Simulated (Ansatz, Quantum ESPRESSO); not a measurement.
# CsPbCl3 (Pm-3m): Raman and infrared activity, part 3 of 3

Wanted: vibrational spectra of CsPbCl3 (Pm-3m) from linear and non-linear response.

Quantum ESPRESSO 8.0 development, patched; DFT LDA, scalar-relativistic, plane waves, PseudoDojo norm-conserving pseudopotentials.

So far. Step 6 (Zone-centre analysis): The rule moves no optical mode by more than 0.1 cm⁻¹. Step 9 (The LO-TO splitting (1 0 0)): The field moves 3 modes; the highest of them now lies at 253 cm⁻¹, where the highest that moved away lay at 161.

## (10) The same in Ansatz

The same cell goes through another code at the same cutoff. The files are of one family, but Ansatz's library holds files of its own making for some heavy elements, so those for Pb may differ. Its k mesh is centred on Γ.

This step: DFT LDA, scalar-relativistic, plane waves, norm-conserving pseudopotentials of its library (PseudoDojo's, some remade) (Ansatz 0.2.0).

input.yaml reads:

```yaml
crystal:
  lattice:
    - [5.52904881, 0.0, 0.0]
    - [0.0, 5.52904881, 0.0]
    - [0.0, 0.0, 5.52904881]
  atoms:
    - { symbol: Cs, position: [0.0, 0.0, 0.0] }
    - { symbol: Pb, position: [0.5, 0.5, 0.5] }
    - { symbol: Cl, position: [0.5, 0.5, 0.0] }
    - { symbol: Cl, position: [0.0, 0.5, 0.5] }
    - { symbol: Cl, position: [0.5, 0.0, 0.5] }
kpoints:
  mp_grid: { grid: [4, 4, 4] }
hamiltonian:
  xc: lda
  pseudopotentials: { kind: nc, accuracy: standard }
scf:
  occupations: { method: fixed }
output:
  eigenvalues: true
basis:
  ecutwfc: 761.919
phonons:
  method: dfpt
  dielectric: true
  rigid_motions: translations
  raman: true
```

Started as:

```sh
$ ansatz run input.yaml --threads 4 --pin off --max-ram 8192MiB --backend cpu --events-out ev --progress --plain --runs-dir out
```

Output:

```text
Engine: ansatz 0.2.0, x86_64-unknown-linux-gnu
Pseudopotentials: kind: nc
Pseudopotential: Cs, nc, valence charge 9, recommended cutoff 653.07327 eV (normal), Cs.nc.azcp (PseudoDojo's, or run here from an input of PseudoDojo's; its table is named by hamiltonian.pseudopotentials.accuracy)
Pseudopotential: Pb, nc, valence charge 14, recommended cutoff 761.918815 eV (normal), Pb.nc.azcp (PseudoDojo's, or run here from an input of PseudoDojo's; its table is named by hamiltonian.pseudopotentials.accuracy)
Pseudopotential: Cl, nc, valence charge 7, recommended cutoff 761.918815 eV (normal), Cl.nc.azcp (PseudoDojo's, or run here from an input of PseudoDojo's; its table is named by hamiltonian.pseudopotentials.accuracy)
Functional definition: SPW92
  exchange = slater_x
  correlation = pw_c
Crystal: 5 atoms, lattice volume = 169.025 Å³
Basis set: ecut = 761.919 eV, 8121 PW (Γ), exchange–correlation on 100×100×100 points (8 copies of the dense FFT grid, shifted against one another)
Bands: 27, of which v1, the nominal top of the filled ones, is band 22 counted from 1 (21 counted from 0)
Symmetry: 48 space group operations
k-points: 30 of 64 (irreducible under 2 space group operations, time reversal used)
Non-local potential: Cs, projectors of the file, l = 0: 2, l = 1: 2, l = 2: 2, l = 3: 2
Non-local potential: Pb, projectors of the file, l = 0: 2, l = 1: 2, l = 2: 2
Non-local potential: Cl, projectors of the file, l = 0: 2, l = 1: 2, l = 2: 2
Initial density: superposition of atomic densities (chi_scale 0.1, normalization cell, long waves kept (reshape's long-wave potential 0.00 eV rms))
Initial wavefunctions: pseudopotential atomic-orbital guess
Functional: x = slater, c = lda
SCF iter   1: F=—  HF=-3897.045689 eV  |F-HF|=—  |Δ(HF+E_count)|=         —  Δρ=2.43e-2  dr2=2.38e0  ethr=3.10e-3  ⟨swp⟩=5.7  Hψ=3660  notcnv=0  defer=75
preconditioner: auto → Resta (q_TF=auto, 2.180 Å⁻¹)  ε∞=3.1  [insulator: Δε(μ)=1.275 eV  Ē_g=12.658 eV  n_scr=26 (ndim 8)  ℏωp=18.5 eV  f_vac=0.010  ε∞_Penn≈3.1]
SCF iter   2: F=—  HF=-3896.203903 eV  |F-HF|=—  |Δ(HF+E_count)|=   8.42e-1  Δρ=1.09e-2  dr2=7.17e-1  ethr=3.10e-3  ⟨swp⟩=2.9  Hψ=1601  notcnv=0  defer=75
SCF iter   3: F=—  HF=-3895.826883 eV  |F-HF|=—  |Δ(HF+E_count)|=   3.77e-1  Δρ=3.19e-3  dr2=4.93e-2  ethr=1.63e-3  ⟨swp⟩=3.5  Hψ=1837  notcnv=0  defer=79
SCF iter   4: F=—  HF=-3895.805899 eV  |F-HF|=—  |Δ(HF+E_count)|=   2.10e-2  Δρ=1.21e-3  dr2=3.40e-3  ethr=1.12e-4  ⟨swp⟩=3.3  Hψ=1526  notcnv=0  defer=89
SCF iter   5: F=—  HF=-3895.805486 eV  |F-HF|=—  |Δ(HF+E_count)|=   4.13e-4  Δρ=1.97e-4  dr2=4.24e-5  ethr=7.72e-6  ⟨swp⟩=2.6  Hψ=1505  notcnv=0  defer=89
SCF iter   6: F=—  HF=-3895.805508 eV  |F-HF|=—  |Δ(HF+E_count)|=   2.26e-5  Δρ=4.14e-5  dr2=2.74e-6  ethr=9.64e-8  ⟨swp⟩=2.0  Hψ=1443  notcnv=0  defer=88
SCF iter   7: F=—  HF=-3895.805171 eV  |F-HF|=—  |Δ(HF+E_count)|=   3.37e-4  Δρ=7.68e-6  dr2=7.54e-8  ethr=6.22e-9  ⟨swp⟩=2.0  Hψ=1443  notcnv=0  defer=84
SCF iter   8: F=—  HF=-3895.805171 eV  |F-HF|=—  |Δ(HF+E_count)|=   2.77e-9  Δρ=2.01e-6  dr2=5.32e-9  ethr=1.71e-10  ⟨swp⟩=2.0  Hψ=1440  notcnv=0  defer=84
SCF iter   9: F=—  HF=-3895.805171 eV  |F-HF|=—  |Δ(HF+E_count)|=  7.62e-10  Δρ=2.65e-7  dr2=1.24e-10  ethr=1.21e-11  ⟨swp⟩=2.1  Hψ=1416  notcnv=0  defer=84
SCF iter  10: F=-3895.805171 eV  HF=-3895.805171 eV  |F-HF|=3.64e-12  |Δ(HF+E_count)|=  6.18e-11  Δρ=6.03e-8  dr2=7.03e-12  ethr=1.00e-12  ⟨swp⟩=19.1  Hψ=6963  notcnv=0
SCF 1 converged in 10 iterations: F = -3895.805171 eV  dr2 = 7.03e-12
DFPT response loops at Γ: preconditioner auto → Resta (q_TF=auto, 2.180 Å⁻¹)  ε∞=6.2 (no band partly filled); β = 1.00, the filter's whole step (`scf.mixing.beta` (0.50) is not read by the response loops at its default; to damp them type it under 1.00, their step now; it binds the ground state too); Broyden in place of MSR1
── the response to a field inside a basis, on 8×8×8 k-points: an SCF that follows is theirs, and a resumed run solves both again ──
Bands: 23, of which v1, the nominal top of the filled ones, is band 22 counted from 1 (21 counted from 0)
k-points: 20
Initial density: handed on by an earlier stage of this run
Initial wavefunctions: pseudopotential atomic-orbital guess (no wavefunctions were taken with the density)
Eigensolver: Dense (20 Hₖ)
SCF iter   1: F=—  HF=-3895.815925 eV  |F-HF|=—  |Δ(HF+E_count)|=         —  Δρ=4.76e-4  dr2=3.74e-4  ethr=1.00e-1
preconditioner: auto → Resta (q_TF=auto, 2.180 Å⁻¹)  ε∞=3.4  [insulator: Δε(μ)=1.682 eV  Ē_g=11.857 eV  n_scr=26 (ndim 8)  ℏωp=18.5 eV  f_vac=0.048  ε∞_Penn≈3.4]
SCF iter   2: F=—  HF=-3895.815819 eV  |F-HF|=—  |Δ(HF+E_count)|=   1.06e-4  Δρ=2.05e-4  dr2=5.56e-5  ethr=8.51e-7
SCF iter   3: F=—  HF=-3895.815803 eV  |F-HF|=—  |Δ(HF+E_count)|=   1.57e-5  Δρ=4.38e-5  dr2=3.88e-6  ethr=1.26e-7
SCF iter   4: F=—  HF=-3895.815802 eV  |F-HF|=—  |Δ(HF+E_count)|=   1.08e-6  Δρ=6.19e-6  dr2=1.64e-7  ethr=8.82e-9
SCF iter   5: F=—  HF=-3895.815802 eV  |F-HF|=—  |Δ(HF+E_count)|=   5.18e-8  Δρ=1.40e-6  dr2=6.34e-9  ethr=3.74e-10
SCF iter   6: F=—  HF=-3895.815802 eV  |F-HF|=—  |Δ(HF+E_count)|=  4.55e-10  Δρ=4.38e-7  dr2=3.21e-10  ethr=1.44e-11
SCF iter   7: F=-3895.815802 eV  HF=-3895.815802 eV  |F-HF|=4.55e-12  |Δ(HF+E_count)|=  1.32e-11  Δρ=6.46e-8  dr2=7.12e-12  ethr=1.00e-12
SCF 1 converged in 7 iterations: F = -3895.815802 eV  dr2 = 7.12e-12
DFPT response loops at Γ: preconditioner auto → Resta (q_TF=auto, 2.180 Å⁻¹)  ε∞=6.0 (no band partly filled); β = 1.00, the filter's whole step (`scf.mixing.beta` (0.50) is not read by the response loops at its default; to damp them type it under 1.00, their step now; it binds the ground state too); Broyden in place of MSR1
DFPT response loops at Γ: mixed as the last ones told, above
WARN: field response: the Raman tensors and χ⁽²⁾ stand inside a basis, whose 8×8×8 points do not settle the susceptibility there: take them as unconverged, whatever they are read to err by, and compare with a denser kpoints.mp_grid
WARN: field response: inside a basis, on 8×8×8 points, no mesh in reach settles it: take ε∞, Z* and everything formed from them with what they may err, as stated (eps_inf_uncertainty, zstar_uncertainty_e), and compare with field_mesh: kpoints on a denser kpoints.mp_grid
WARN: field response: ε∞ stands inside a basis, on 8×8×8 points; the force constants stand on the 4×4×4 k-mesh, whose period is 8.95 times the interband length at k = (-0.5000, -0.5000, -0.5000), direct gap 1.550 eV, under 14: take them and everything formed from them as unconverged, and compare with a denser kpoints.mp_grid
SCF converged after 10 iterations
Free energy (F): -3895.805171 eV
Harris-Foulkes:  -3895.805171 eV  (|F-HF|=3.64e-12)
Internal energy: -3895.805171 eV  (E = F + TS)
E sigma→0 (E₀):  -3895.805171 eV
Fermi energy:    4.489188 eV
--- Per-component energies (eV) ---
  E_band       = -225.946792
  E_kinetic    = 1534.514697
  E_local      = -2742.857369  (includes V_loc(G=0)·N_el)
  E_nonlocal   = -111.976346
  E_hartree    = 926.311023
  E_xc         = -1088.901657
  E_vxc        = -758.249820  (∫ρ·V_xc dr)
  E_ewald      = -2412.895519
  E_smearing   = -0.000000  (= −TS)
  E_closure    = -0.000000  (closes the sum)
  Σ components = -3895.805171   (vs F -3895.805171, Δ=0.00e0)
--- Band table (eV; the first three rows and the last of 30) ---
  k-point 0: bands = [... 18 lower, 1.5888, 1.7246, 1.7246, 1.7246, 7.2778, 8.2466, 8.2466, 9.2299, ... 1 higher]
  k-point 1: bands = [... 18 lower, 1.5330, 1.6582, 1.6582, 1.8319, 7.8608, 8.6832, 8.6971, 9.0831, ... 1 higher]
  k-point 2: bands = [... 18 lower, 1.4838, 1.5861, 1.5861, 2.6716, 7.2733, 8.7108, 9.2658, 9.6094, ... 1 higher]
  k-point 29: bands = [... 18 lower, 2.0682, 2.0682, 2.0682, 4.4892, 6.0392, 6.0392, 6.0392, 9.0785, ... 1 higher]
--- Phonons (Γ-DFPT): 4 representative perturbations + reference, on 30 of 64 k-points (Σ response iterations 14) ---
  k mesh reduced under 2 symmetry operations, with k and −k counted as one. Each operation leaves every solved perturbation unchanged. A smaller set is not considered because the run solves the response to a homogeneous field
  ASR residual: 8.894e-5 → 0.000e0 eV/Å²; symmetrization residual: 7.741e-6 eV/Å²
  ASR residual per site (eV/Å²): 9.25e-6 2.60e-5 8.89e-5 8.89e-5 8.89e-5
  Γ frequencies (cm⁻¹): -37.40 -37.40 -37.40 -33.83 -33.83 -33.83 0.00 0.00 0.00 35.22 35.22 35.22 160.67 160.67 160.67
  ε∞ (high-frequency dielectric tensor):
        4.354562    -0.000000     0.000000
       -0.000000     4.354562     0.000000
        0.000000     0.000000     4.354562
  softest optical mode at Γ: -37.40 cm⁻¹; the repairs (sum rule, projections) moved no ω² at Γ by more than (1.25 cm⁻¹)²
  Born effective charges Z* (e; rows j = field, columns β = displacement):
    site 0:
         1.32537   -0.00000    0.00000
         0.00000    1.32537    0.00000
         0.00000    0.00000    1.32537
    site 1:
         3.99382    0.00000    0.00000
        -0.00000    3.99382    0.00000
         0.00000    0.00000    3.99382
    site 2:
        -0.71276   -0.00000    0.00000
         0.00000   -0.71276   -0.00000
         0.00000    0.00000   -3.89367
    site 3:
        -3.89367    0.00000    0.00000
        -0.00000   -0.71276    0.00000
         0.00000   -0.00000   -0.71276
    site 4:
        -0.71276   -0.00000    0.00000
        -0.00000   -3.89367    0.00000
         0.00000    0.00000   -0.71276
  Z* charge neutrality: 1.115e-3 e pre-enforcement
  solved inside a basis spanned on kpoints, on 8×8×8 k-points transformed towards the longest dipole, which do not settle them: ε∞ is read to err by 2.6e-2, Z* by 7.6e-2 e (field_mesh: kpoints solves on kpoints); Z* is corrected for what the basis lacks
  Raman tensors (in the event stream and the table raman_tensors.tsv): an entry may err by 5.2e-2 Å², one of the second-order susceptibility by 1.6e-18 pm/V (basis, points and sum rule); their sum over the sites missed zero by 3.283e-19 Å² ahead of its enforcement
  optical modes at Γ without the LO–TO term, one row a degenerate level:
      ω (cm⁻¹)  modes    IR ((D/Å)²/amu)  static Raman (Å⁴/amu)  depolarisation
        -37.40      3             2.8165                 0.0000               —
        -33.83      3             0.0000                 0.0000               —
         35.22      3             0.0090                 0.0000               —
        160.67      3            35.0006                 0.0000               —
  optical modes at Γ + LO–TO along q̂ = [1.0000, 0.0000, 0.0000]:
      ω (cm⁻¹)  modes    IR ((D/Å)²/amu)  static Raman (Å⁴/amu)  depolarisation
        -37.40      2             1.8777                 0.0000               —
        -33.83      3             0.0000                 0.0000               —
        -14.78      1             0.1720                 0.0000               —
         35.22      2             0.0060                 0.0000               —
         35.31      1             0.0016                 0.0000               —
        160.67      2            23.3337                 0.0000               —
        247.32      1            12.4350                 0.0000               —
  optical modes at Γ + LO–TO along q̂ = [0.0000, 1.0000, 0.0000]:
      ω (cm⁻¹)  modes    IR ((D/Å)²/amu)  static Raman (Å⁴/amu)  depolarisation
        -37.40      2             1.8777                 0.0000               —
        -33.83      3             0.0000                 0.0000               —
        -14.78      1             0.1720                 0.0000               —
         35.22      2             0.0060                 0.0000               —
         35.31      1             0.0016                 0.0000               —
        160.67      2            23.3337                 0.0000               —
        247.32      1            12.4350                 0.0000               —
  optical modes at Γ + LO–TO along q̂ = [0.0000, 0.0000, 1.0000]:
      ω (cm⁻¹)  modes    IR ((D/Å)²/amu)  static Raman (Å⁴/amu)  depolarisation
        -37.40      2             1.8777                 0.0000               —
        -33.83      3             0.0000                 0.0000               —
        -14.78      1             0.1720                 0.0000               —
         35.22      2             0.0060                 0.0000               —
         35.31      1             0.0016                 0.0000               —
        160.67      2            23.3337                 0.0000               —
        247.32      1            12.4350                 0.0000               —
```

Run time: 1.9 min. Hardware: 4 threads of AMD EPYC 9R45, shared host; peak memory 1.8 GiB.

Read from the output:

| Quantity | Value |
| --- | --- |
| sum-rule residual before enforcement | 8.89e-5 eV/Å² |
| miss of the charge sum rule | 0.001115 e |
| estimated error of the dielectric tensor | 0.02649 |
| estimated error of the Born charges | 0.07599 e |
| lowest optical zone-centre mode | -37.4 cm⁻¹ |
| mean high-frequency dielectric constant | 4.355 |
| largest Born charge in size (third of the trace) | 3.994 e |
| highest mode moved by the LO-TO term | 247.3 cm⁻¹ |

Transverse modes; imaginary modes left out. Infrared lines, with heights relative to the strongest:

```tsv
position (cm⁻¹)	label	IR intensity ((D/Å)²/amu), degenerate modes summed, relative
35	T1u	0.0
161	T1u	100
```

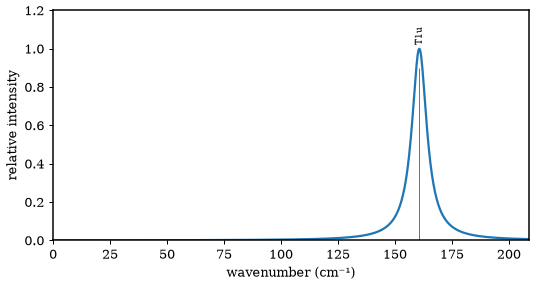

The infrared spectrum, broadened with Lorentzians of width 8 cm⁻¹; bars mark the lines.

The log warns that the force constants on this k mesh are to be taken as unconverged.

## (11) Side by side: QE PseudoDojo and Ansatz, library NC

Worked out from the results:

| Item | Value |
| --- | --- |
| root-mean-square difference | 0.03 cm⁻¹ |
| largest difference | 0.04 cm⁻¹ |

The two runs side by side. Further quantities:

```tsv
quantity	QE PseudoDojo	Ansatz, library NC
mean ε∞	5.499	4.355
largest Born charge in size (e; the first before, the second after the charge sum rule)	3.958	3.994
summed IR intensity ((D/Å)²/amu)	50.83	37.83
```

At the zone centre the largest difference (acoustic modes at Γ apart) is 0.02 % of the highest mode; ε∞ differs by 26 %.

## (12) What came out

```yaml
space_group_after_relaxation: Pm-3m
volume_per_atom: 33.8 Å³
gap_on_the_k_mesh: 1.55 eV
highest_optical_zone_centre_mode_no_lo_to_term: 160.7 cm⁻¹
lowest_optical_zone_centre_mode: -37.4 cm⁻¹
highest_mode_moved_by_the_lo_to_term_probably_not_converged_in_the_k_mesh: 253.3 cm⁻¹
mean_high_frequency_dielectric_constant_probably_not_converged_in_the_k_mesh: 5.50
largest_born_charge_in_size_third_of_the_trace_probably_not_converged_in_the_k_mesh: 3.96 e
imaginary_optical_modes_at_the_zone_centre_no_q_mesh_in_this_session: yes
largest_difference_from_ansatz_library_nc: 0.04 cm⁻¹
```

In words: No mode is Raman active in this structure; the strongest infrared line lies at 161 cm⁻¹. At the LDA level the optical modes of CsPbCl3 (Pm-3m) at the zone centre (no LO-TO term) run from 37i to 161 cm⁻¹, so the structure is a saddle point, with 6 modes beyond 10i cm⁻¹ there. Along the directions run, the highest mode that the macroscopic field moves lies at 253 cm⁻¹. The Born charges miss their sum rule by 0.65 e, a sign that the k mesh or the cutoff is short for the field response. Ansatz's log warns that its Raman tensors are not converged in the k mesh. ε∞, the Born charges and what follows from them are probably not converged in the k mesh. Of the 12 optical modes, 9 are infrared active alone and 3 are silent. QE PseudoDojo and Ansatz, library NC agree to 0.04 cm⁻¹ (0.02 % of the highest mode compared) on all solved modes but the acoustic ones at Γ, without the LO-TO term. The highest LO mode, which hangs on the field response, is 253 against 247 cm⁻¹. The mean ε∞ is 5.499 against 4.355: the first is summed on the ground state's k mesh, while Ansatz refines the mesh of its field response, and the potentials differ. These are harmonic frequencies at zero temperature: anharmonic shifts and linewidths and thermal expansion are left out. Spin-orbit coupling is left out, which can matter for the heavy elements here. Ansatz's log warns that force constants on this k mesh are to be taken as unconverged, an error that the frequencies of both programs share. Ansatz marks its own field response as not converged. The build is a development version in which the Raman tensors of release 7.5 are mended; dynmat.x leaves out the electro-optic term of LO lines.

[Host names and launcher messages were left out of these logs when they were recorded.]

[Logs are printed without paths, hosts, clocks, repeated set-up lines and the standing remarks that a program may print on its own settings, such as how far it seeks lower states.]

[Hosts, paths, dates, database ids (printed as entryN), source tags and the programs' standing remarks are cut or masked in the printed files.]
